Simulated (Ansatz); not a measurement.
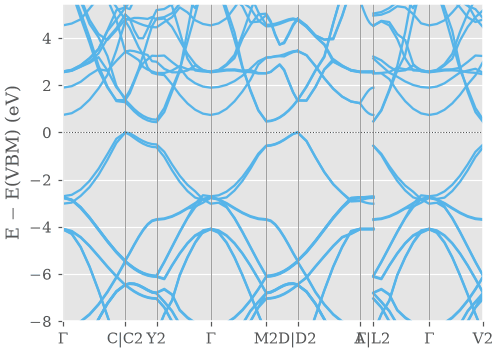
Fig. 1. Band structure from r²SCAN in the plane-wave PAW code Ansatz

Q: Read off the gap and where the band edges lie.

A: About 0.4 eV (0.43 eV by a search for the band edges); maximum at D, minimum at Y2.

The material is MgB₃N₃ in space group C2 (No. 5; Pearson symbol mS28).

The start of the workflow was typed in or built on a structure type; neither database checked (COD, Materials Project) lists it. Its standing as an ambient phase is unchecked. Symmetry was held in the r²SCAN relaxation; its stability against distortions is not shown here. The volume moved by 110 % from the start of the relaxation.

Potentials: the earlier of the program's two PAW sets.
